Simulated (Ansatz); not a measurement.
The starting structures come from a database of crystals and need not be the phases stable at ambient conditions.

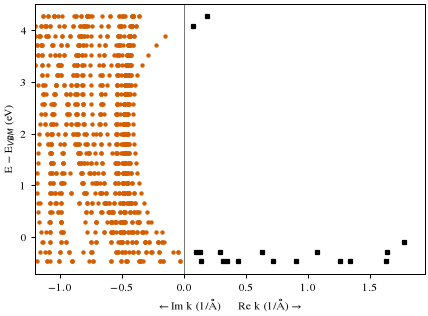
Fig. 1. Complex bands at the centre of the two-dimensional zone; Ansatz (a first-principles code) with r2SCAN

The gap is the functional's own, uncorrected, and κ follows it; spin-orbit coupling is left out. Mid-gap values are interpolated between the computed energies.

Problem. This is LaGaO$_{3}$ (R3c, not sure to be the ambient phase, 10 atoms a cell, 12.2 Å³ an atom, -5 GPa at this level) along the normal of (100). Read off the slowest decay at the centre of the two-dimensional zone at 2.00 eV, the computed energy nearest the middle of the gap.

Solution. κ ≈ 0.41 1/Å, a decay length 1/(2κ) of the density of 1.2 Å.
